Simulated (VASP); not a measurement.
Band structure of Ag$_{3}$Pd (space group I4/mmm). Level of theory: LDA (Ceperley-Alder, Perdew-Zunger), VASP's LDA PAW potentials (set 64) (plane waves; VASP).

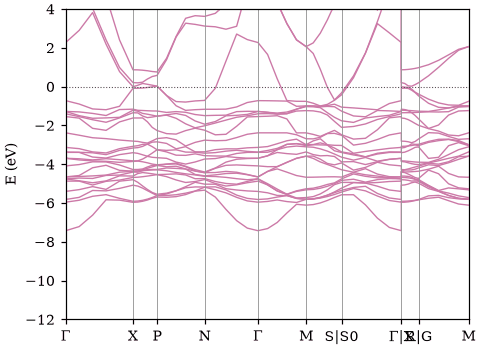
Bands along high-symmetry lines, zero at the valence-band maximum or, without a gap, the Fermi level

**Question.** Read the plot: is there a gap, and where are the band edges?

**Answer.** It has no gap at this level: it comes out as a metal or semimetal.

The structure comes from a computed database's Ag3Pd entry; how it stands against other phases isn't given here. The cell was not relaxed at this level. The electron count is odd and the run is not spin-polarised, which forces a metal.
